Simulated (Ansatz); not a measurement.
**Scan of one atom of the cell for CdS (zinc blende)**

CdS (zinc blende)

```
CELL_PARAMETERS angstrom
      0.00000     2.96331     2.96331
      2.96331     0.00000     2.96331
      2.96331     2.96331     0.00000
ATOMIC_POSITIONS crystal
  S  0.75000 0.75000 0.75000
  Cd 0.00000 0.00000 0.00000
```

In each cell atom 1 (S, nearest neighbour Cd at 2.566 Å; its periodic images, 4.2 Å or more away, move with it) moves by s·(1.000, 0.000, 0.000) (along Cartesian x), the rest being held.

Computed with PBE (plane waves to 420 eV, PAW, scalar-relativistic; Ansatz, a first-principles code). k mesh 8×8×8 (Γ-centred), Fermi-Dirac smearing 0.05 eV. E stands for the smeared free energy. Compression counts positive. CdS was relaxed with its symmetry unable to fall. The zero of ΔE is the undisplaced structure.

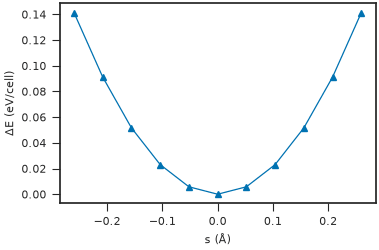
ΔE (eV/cell) against s (Å); one marker a computed point.

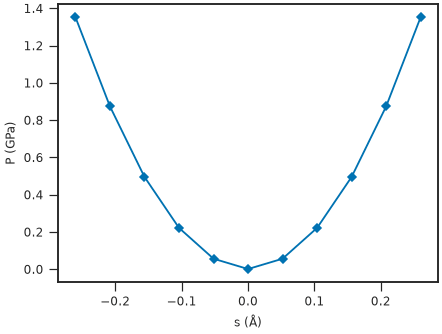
Fig. 1. P (GPa) against s (Å); one marker a computed point.

The energy at s = 0.260 Å is 141.4 meV/cell, the force constant k = d²E/ds² at s = 0 (finite differences) is 4.28 eV/Å² and the force along the line at s = -0.260 Å is 1.06 eV/Å. Harmonic estimate at the end of the scan: ½ks² = 144.6 meV/cell against the computed 141.4 meV/cell, so the well is close to harmonic there. Symmetry of the curve: even: the same for both signs.

The forces along the line at the two nearest points give (0.222 − (-0.222)) / (2·0.052) = 4.27 eV/Å²; the next pair corrects for the finite step.

(A displaced cell: forces are minus the slopes of the energy, force constants its curvatures, and phonons follow from these.)
